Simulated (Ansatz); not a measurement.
**Run report: Si$_{2}$H$_{6}$O, geometry relaxation**

The run: geometry relaxation of Si$_{2}$H$_{6}$O. Method and program: RKS PBE0-D4/def2-TZVP (Ansatz 0.2.0).

Figures and captions count atoms from 1; the log counts them from 0 in places.

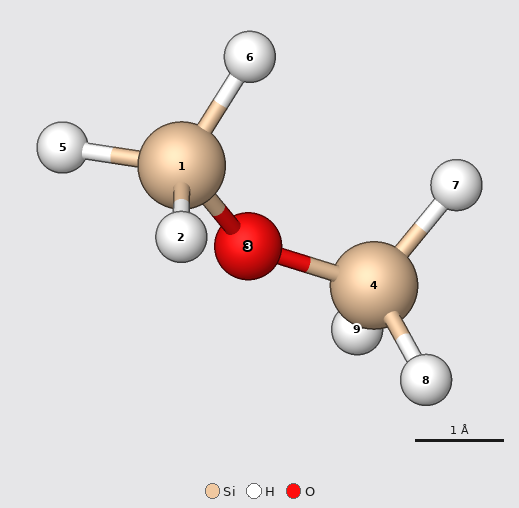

Fig. 1: The input geometry (ball-and-stick view, seen at a tilt; atoms are numbered from 1 in the order of the input). Bond lengths as drawn: H–Si 1.48 to 1.49 Å and O–Si 1.63 to 1.65 Å.

**Results in brief**

```tsv
quantity	value
outcome	converged
total energy	−17894.4235 eV
mean-field energy	−17894.2883 eV
dispersion energy	−0.1352 eV
SCF solution under orbital rotations	stable
largest force (length of the vector) at the end	0.004 eV/Å
dipole moment	0.28 D
hardware	8 threads of AMD EPYC, 23 GiB of memory available, shared host
wall time	4.7 s (CPU time 29 s)
peak memory	0.73 GiB
```

**Input file**
```yaml
crystal:
  periodic: [false, false, false]
  atoms:
    - {symbol: Si, position_ang: [0.550571, 0.011904, -0.373900]}
    - {symbol: H, position_ang: [-0.724322, 0.003209, 0.394535]}
    - {symbol: O, position_ang: [0.724243, -1.522382, -0.965246]}
    - {symbol: Si, position_ang: [1.240560, -3.028596, -0.630474]}
    - {symbol: H, position_ang: [0.468498, 0.875144, -1.572533]}
    - {symbol: H, position_ang: [1.720608, 0.288881, 0.487766]}
    - {symbol: H, position_ang: [2.490669, -2.992521, 0.177003]}
    - {symbol: H, position_ang: [0.206315, -3.776811, 0.134732]}
    - {symbol: H, position_ang: [1.503072, -3.740937, -1.906092]}
basis:
  gaussian: {orbitals: def2-TZVP}
hamiltonian: {xc: pbe0, dispersion: d4}
relax: {f_tol: 0.005, max_steps: 200}
```

Launched with:
```bash
ansatz run in.yaml --threads 8 --pin off --events-out ev --progress --plain --max-ram 19148MiB
```

**Log**
```
Functional definition: PBE0
  name "PBE0"
  cite "Adamo & Barone, J. Chem. Phys. 110, 6158 (1999) doi:10.1063/1.478522"
  cite "Perdew, Burke & Ernzerhof, Phys. Rev. Lett. 77, 3865 (1996) doi:10.1103/PhysRevLett.77.3865"
  parent pbe
  parameter a = 0.25
  parameter kappa = 0.804
  parameter beta = 0.06672455060314922
  exchange = (1 - a)*pbe_x(kappa = kappa, mu = beta*pi^2/3) + a*exact_x
  correlation = pbe_c(beta = beta)
951 factors; their error is unknown
mean field evaluation 1: about -17889.9245 eV, gradient 5.2e1 eV
mean field evaluation 2: about -17879.6574 eV, gradient 9.0e1 eV
mean field evaluation 4: about -17894.1704 eV, gradient 8.0e-1 eV
mean field evaluation 8: about -17894.2421 eV, gradient 1.2e-1 eV
mean field -17894.24207778 eV, -657.6012672055 hartree, gradient 3.9e-5 eV, S^2 0.000000; 0 other end points of the search recorded, 0 dependent functions left out
the calculation of the forces begins
reference -17894.24211242 eV, -657.6012684786 hartree; 21, 21 occupied and 120, 120 virtual orbitals, 951 factors
relax step   1: F+E_penalty+E_count = -17894.37802772 eV  Δ(F+E_penalty+E_count) = +0.000e0 eV  max|allowed force component| = 1.079e0 eV/Å  Δτ_max = 0.0000 Å  (23 SCF iters, accepted)
these checks for a lower state are left out or cut short: starts, cluster_reference, orbital_swaps, neighbouring_geometries, increment
951 factors; their error is unknown
mean field evaluation 16: about -17894.2040 eV, gradient 2.0e0 eV
mean field -17894.28356984 eV, -657.6027920105 hartree, gradient 9.7e-6 eV, S^2 0.000000; 0 other end points of the search recorded, 0 dependent functions left out
the calculation of the forces begins
reference -17894.28360450 eV, -657.6027932843 hartree; 21, 21 occupied and 120, 120 virtual orbitals, 951 factors
relax step   2: F+E_penalty+E_count = -17894.41898866 eV  Δ(F+E_penalty+E_count) = -4.096e-2 eV  max|allowed force component| = 5.571e-1 eV/Å  Δτ_max = 0.0597 Å  (27 SCF iters, accepted)
these checks for a lower state are left out or cut short: starts, cluster_reference, orbital_swaps, neighbouring_geometries, increment
951 factors; their error is unknown
mean field -17894.28705450 eV, -657.6029200693 hartree, gradient 2.6e-5 eV, S^2 0.000000; 0 other end points of the search recorded, 0 dependent functions left out
the calculation of the forces begins
reference -17894.28708913 eV, -657.6029213419 hartree; 21, 21 occupied and 120, 120 virtual orbitals, 951 factors
relax step   3: F+E_penalty+E_count = -17894.42257128 eV  Δ(F+E_penalty+E_count) = -3.583e-3 eV  max|allowed force component| = 2.128e-1 eV/Å  Δτ_max = 0.0067 Å  (27 SCF iters, accepted)
these checks for a lower state are left out or cut short: starts, cluster_reference, orbital_swaps, neighbouring_geometries, increment
951 factors; their error is unknown
mean field evaluation 32: about -17894.2877 eV, gradient 1.2e-1 eV
mean field -17894.28769387 eV, -657.6029435658 hartree, gradient 2.6e-5 eV, S^2 0.000000; 0 other end points of the search recorded, 0 dependent functions left out
the calculation of the forces begins
reference -17894.28772852 eV, -657.6029448393 hartree; 21, 21 occupied and 120, 120 virtual orbitals, 951 factors
relax step   4: F+E_penalty+E_count = -17894.42301636 eV  Δ(F+E_penalty+E_count) = -4.451e-4 eV  max|allowed force component| = 1.940e-1 eV/Å  Δτ_max = 0.0221 Å  (26 SCF iters, accepted)
these checks for a lower state are left out or cut short: starts, cluster_reference, orbital_swaps, neighbouring_geometries, increment
951 factors; their error is unknown
mean field -17894.28822589 eV, -657.6029631174 hartree, gradient 2.6e-5 eV, S^2 0.000000; 0 other end points of the search recorded, 0 dependent functions left out
the calculation of the forces begins
reference -17894.28826056 eV, -657.6029643913 hartree; 21, 21 occupied and 120, 120 virtual orbitals, 951 factors
relax step   5: F+E_penalty+E_count = -17894.42348058 eV  Δ(F+E_penalty+E_count) = -4.642e-4 eV  max|allowed force component| = 2.005e-3 eV/Å  Δτ_max = 0.0108 Å  (27 SCF iters, accepted)
these checks for a lower state are left out or cut short: starts, cluster_reference, orbital_swaps, neighbouring_geometries, increment
951 factors; their error is unknown
mean field -17894.28829195 eV, -657.6029655450 hartree, gradient 2.5e-5 eV, S^2 0.000000; 0 other end points of the search recorded, 0 dependent functions left out
the calculation of the forces begins
reference -17894.28832663 eV, -657.6029668192 hartree; 21, 21 occupied and 120, 120 virtual orbitals, 951 factors
relax step   6: F+E_penalty+E_count = -17894.42349548 eV  Δ(F+E_penalty+E_count) = -1.489e-5 eV  max|allowed force component| = 3.323e-3 eV/Å  Δτ_max = 0.0065 Å  (27 SCF iters, accepted)
951 factors; their error is unknown
mean field evaluation 64: about -17894.2883 eV, gradient 5.7e-4 eV
```

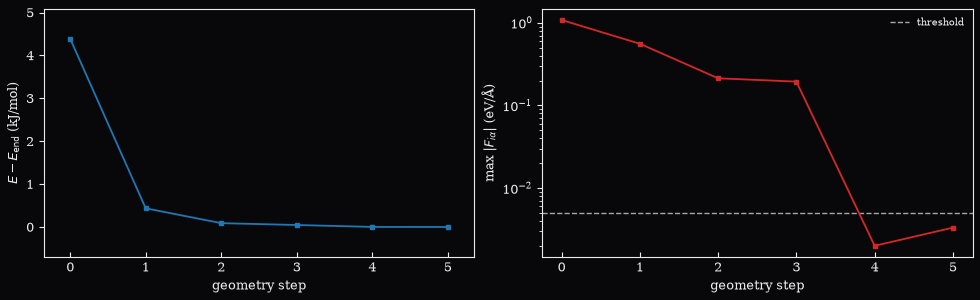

Fig. 2: Progress of the relaxation, step by step (the first geometry is step 0 here and step 1 in the log).

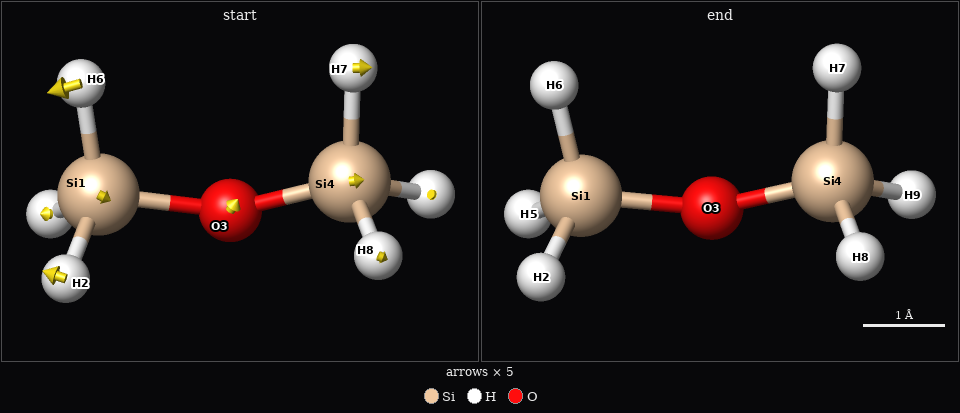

Fig. 3: Before (left) and after (right) the relaxation, at one scale (ball-and-stick view, seen at a tilt). The yellow arrows give the displacements, magnified 5 times. Over 5 geometry steps the energy falls by 4.39 kJ/mol. The largest force component goes from 1.1 to 0.0033 eV/Å. H6 moves most after the best rigid fit: 0.091 Å. Largest moves by element: H 0.091 Å, O 0.040 Å, Si 0.038 Å. Among the contacts that change: Si1–O3 1.653 → 1.634 Å, Si1–H6 1.479 → 1.487 Å, O3–Si4 1.627 → 1.634 Å. Among the angles that change: H2–Si1–O3 105.6° → 110.0°, H5–Si1–H6 114.0° → 109.6°, O3–Si1–H5 104.9° → 108.4°. (Atoms are counted from 1 in the order of the input.)

```
mean field -17894.28829195 eV, -657.6029655450 hartree, gradient 2.4e-5 eV, S^2 0.000000; 1 other end points of the search recorded, 0 dependent functions left out
the calculation of the forces begins
reference -17894.28832663 eV, -657.6029668192 hartree; 21, 21 occupied and 120, 120 virtual orbitals, 951 factors
Total energy: -17894.42353015 eV, -657.6079354571 hartree
Atom 0 at     0.541799    -0.019901    -0.387196 Å, force    -0.002639     0.002368     0.000111 eV/Å
Atom 1 at    -0.714965     0.065028     0.400927 Å, force     0.000710    -0.000391     0.001010 eV/Å
Atom 2 at     0.751771    -1.541458    -0.943281 Å, force     0.003323    -0.002046    -0.001094 eV/Å
Atom 3 at     1.250726    -3.065263    -0.630454 Å, force    -0.002852     0.000994    -0.000201 eV/Å
Atom 4 at     0.460074     0.896307    -1.550213 Å, force     0.000196     0.000284    -0.000281 eV/Å
Atom 5 at     1.685216     0.372309     0.478857 Å, force    -0.000025     0.000007    -0.000010 eV/Å
Atom 6 at     2.499997    -3.040286     0.175644 Å, force     0.000240    -0.000675    -0.000170 eV/Å
Atom 7 at     0.202114    -3.800178     0.123338 Å, force    -0.000092    -0.000250     0.000885 eV/Å
Atom 8 at     1.503482    -3.748666    -1.921830 Å, force     0.001138    -0.000289    -0.000250 eV/Å
Dipole moment:     0.019636    -0.000079     0.054902 e Å
```

**Trajectory as extended XYZ (Å, eV, eV/Å), 6 frames, from step=1 to step=6**
```
9
Properties=species:S:1:pos:R:3:forces:R:3 step=1 energy=-17894.37803
Si    0.5506    0.0119   -0.3739   -0.1914  -1.0793  -0.3629
H    -0.7243    0.0032    0.3945    0.1019   0.2965   0.0553
O     0.7242   -1.5224   -0.9652    0.0188   0.3864   0.0734
Si    1.2406   -3.0286   -0.6305    0.0280  -0.2093   0.0282
H     0.4685    0.8751   -1.5725    0.0285   0.2508   0.1334
H     1.7206    0.2889    0.4878    0.0145   0.2682   0.0820
H     2.4907   -2.9925    0.1770   -0.0044   0.0293  -0.0044
H     0.2063   -3.7768    0.1347    0.0052   0.0293  -0.0054
H     1.5031   -3.7409   -1.9061   -0.0012   0.0283   0.0004
9
Properties=species:S:1:pos:R:3:forces:R:3 step=2 energy=-17894.41899
Si    0.5403   -0.0196   -0.3874   -0.0134  -0.3989  -0.1507
H    -0.7176    0.0616    0.4051    0.0587   0.0096  -0.0361
O     0.7284   -1.5494   -0.9751   -0.0869   0.5571   0.1252
Si    1.2466   -3.0552   -0.6343    0.0565  -0.2118   0.0475
H     0.4730    0.9112   -1.5403   -0.0086  -0.0077   0.0205
H     1.6926    0.3363    0.4806    0.0039   0.0038   0.0101
H     2.4952   -3.0073    0.1745   -0.0117   0.0161  -0.0101
H     0.2099   -3.7961    0.1333    0.0064   0.0163  -0.0112
H     1.5119   -3.7637   -1.9107   -0.0050   0.0155   0.0048
9
Properties=species:S:1:pos:R:3:forces:R:3 step=3 energy=-17894.42257
Si    0.5410   -0.0260   -0.3895    0.0026  -0.1247  -0.0592
H    -0.7133    0.0632    0.4024    0.0062  -0.0049  -0.0040
O     0.7291   -1.5467   -0.9739   -0.0316   0.2128   0.0568
Si    1.2468   -3.0567   -0.6331    0.0283  -0.0963   0.0123
H     0.4705    0.9093   -1.5377    0.0004  -0.0042   0.0003
H     1.6912    0.3345    0.4810    0.0026  -0.0039  -0.0005
H     2.4951   -3.0042    0.1746   -0.0074   0.0065  -0.0037
H     0.2083   -3.7945    0.1332    0.0025   0.0083  -0.0048
H     1.5115   -3.7611   -1.9112   -0.0036   0.0064   0.0028
9
Properties=species:S:1:pos:R:3:forces:R:3 step=4 energy=-17894.42302
Si    0.5420   -0.0215   -0.3881   -0.0157  -0.1192  -0.0371
H    -0.7147    0.0656    0.4007    0.0103  -0.0037  -0.0026
O     0.7418   -1.5452   -0.9559   -0.0344   0.1940   0.0291
Si    1.2487   -3.0618   -0.6317    0.0228  -0.0725   0.0167
H     0.4639    0.9027   -1.5443    0.0060   0.0002  -0.0082
H     1.6877    0.3553    0.4802    0.0108   0.0030   0.0041
H     2.4980   -3.0247    0.1736    0.0034   0.0010   0.0071
H     0.2048   -3.7979    0.1278    0.0003  -0.0003  -0.0003
H     1.5078   -3.7545   -1.9165   -0.0034  -0.0026  -0.0089
9
Properties=species:S:1:pos:R:3:forces:R:3 step=5 energy=-17894.42348
Si    0.5415   -0.0209   -0.3878   -0.0003  -0.0020   0.0002
H    -0.7147    0.0648    0.4012    0.0000  -0.0003  -0.0003
O     0.7481   -1.5419   -0.9477    0.0018  -0.0002   0.0006
Si    1.2500   -3.0641   -0.6309    0.0001   0.0007   0.0007
H     0.4620    0.8985   -1.5484   -0.0007  -0.0002  -0.0006
H     1.6860    0.3659    0.4792    0.0006   0.0014   0.0003
H     2.4992   -3.0345    0.1752    0.0007  -0.0001   0.0007
H     0.2032   -3.7993    0.1251   -0.0013   0.0002  -0.0001
H     1.5049   -3.7506   -1.9201   -0.0008   0.0005  -0.0015
9
Properties=species:S:1:pos:R:3:forces:R:3 step=6 energy=-17894.42349
Si    0.5418   -0.0199   -0.3872   -0.0026   0.0024   0.0001
H    -0.7150    0.0650    0.4009    0.0007  -0.0004   0.0010
O     0.7518   -1.5415   -0.9433    0.0033  -0.0020  -0.0011
Si    1.2507   -3.0653   -0.6305   -0.0029   0.0010  -0.0002
H     0.4601    0.8963   -1.5502    0.0002   0.0003  -0.0003
H     1.6852    0.3723    0.4789    0.0000   0.0000   0.0000
H     2.5000   -3.0403    0.1756    0.0002  -0.0007  -0.0002
H     0.2021   -3.8002    0.1233   -0.0001  -0.0003   0.0009
H     1.5035   -3.7487   -1.9218    0.0011  -0.0003  -0.0003
```

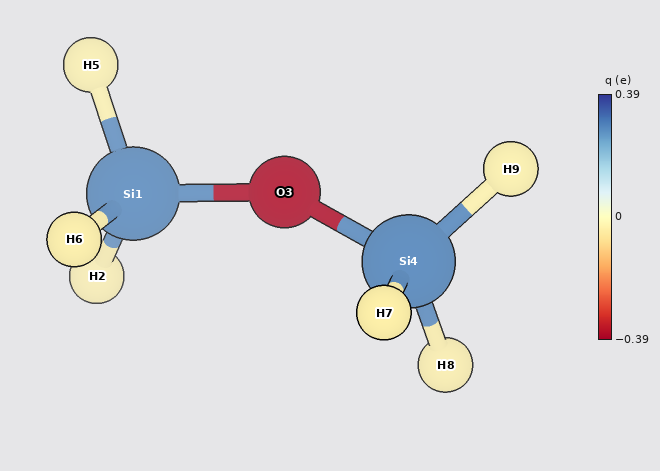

Fig. 4: Mulliken charges, as the colour of each atom (ball-and-stick view, seen at a tilt; atoms are numbered from 1 in the order of the input). By element: Si +0.28, H −0.04 to −0.03 and O −0.37 e.
